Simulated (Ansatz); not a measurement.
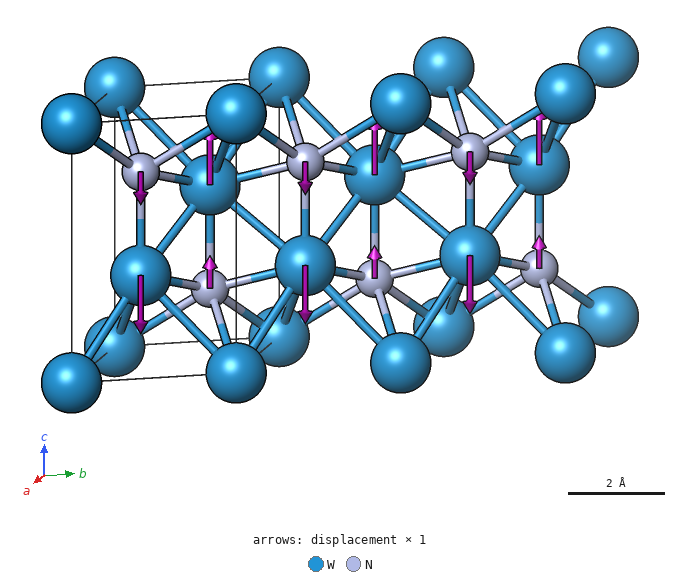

A relaxation of crystalline W$_{3}$N$_{2}$ (built on the A-type sesquioxide_164 type) (coarse preliminary run). The starting structure is drawn; purple arrows show the displacements (the part carried along by the change of the cell is left out), at their true length.

A ball-and-stick model of the cell of the calculation, repeated 1 × 3 × 1 with one cell outlined, seen slightly off an axis.

Case: A-type sesquioxide type (P-3m1, No. 164).

Computed with DFT PBE, scalar-relativistic, plane waves, PAW (Ansatz 0.2.0). (plane-wave cutoff 420 eV; k-point mesh 6 × 6 × 4; occupations gaussian; smearing width 0.1 eV; no spin polarisation; cell and atoms relaxed; force threshold 0.04 eV/Å; at most 70 steps)

Which element moves most?

Tungsten: up to 1.27 Å, against 0.73 Å for nitrogen.

What happened in the run?

The largest moves relative to the cell, 1.27 Å, are those of W atoms. Largest moves by element: W 1.27 Å, N 0.73 Å. The volume changes by +29.2 %, with a = b 3.559 → 3.033 Å (−14.8 %), c 5.538 → 9.852 Å (+77.9 %). Near-neighbour distances that change, for instance: W–W 2.608 → 5.677 Å, N–W 2.215 → 4.484 Å, N–W 2.463 → 3.597 Å, W–W 3.559 → 3.033 Å. Bonds break: N–W (2.22 → 4.48 Å), W–W (2.61 → 5.68 Å). Among the angles between lasting bonds that change: W–W–N 57.1° → 95.2°, W–W–N 119.8° → 155.8°, W–W–W 102.5° → 115.2°. The space group stays P-3m1 (No. 164). Over 27 accepted moves (32 points after the start) the energy falls by 821 meV per atom. Largest force component: 3.2 eV/Å at the start, 0.0046 eV/Å at the end. Pressure: 1.62 GPa at the start and 0.07 GPa at the end. The line search rejected the trial step at point 9 of the run. The SCF was repeated 4 times at an unchanged geometry on a basis and grid sized afresh for the cell, which shifted the energy by 64.5 meV per atom at most. The run took 3.1 min on 1 thread of Arm Neoverse N1, with other jobs on the host, peak memory 0.37 GiB.
